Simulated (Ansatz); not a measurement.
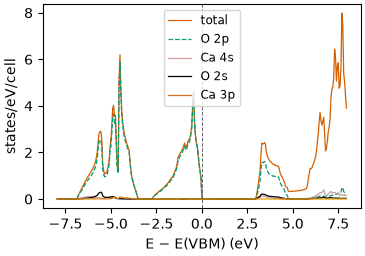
Fig. 1. Total and projected density of states of CaO2 in space group I4/mmm (No. 139; Ca on 2b, O on 4e), PBEsol in the plane-wave PAW code Ansatz

**Question.** Which orbitals carry the states next to the gap?

**Answer.** Top 1 eV of the valence band: O 2p 96 %. Bottom 1 eV of the conduction band: O 2p 65 %, O 2s 8 %, outside the projected shells 22 %. Projections are on Löwdin-orthogonalised atomic valence shells; empty p or d shells of many metals are not among them.

**Question.** Where is the tallest occupied peak in this window, and what makes it?

**Answer.** Near -4.5 eV, about 6.2 states/eV per cell; the largest projected share is O 2p.

The first step of the workflow began from a Materials Project structure, measured or hypothetical; the Crystallography Open Database copy checked does not list it. Its standing as an ambient phase is unchecked. The cell was relaxed with PBEsol under the symmetry of its start. At this level the phase is dynamically unstable (imaginary phonons).

Potentials: the later of the program's two PAW sets.
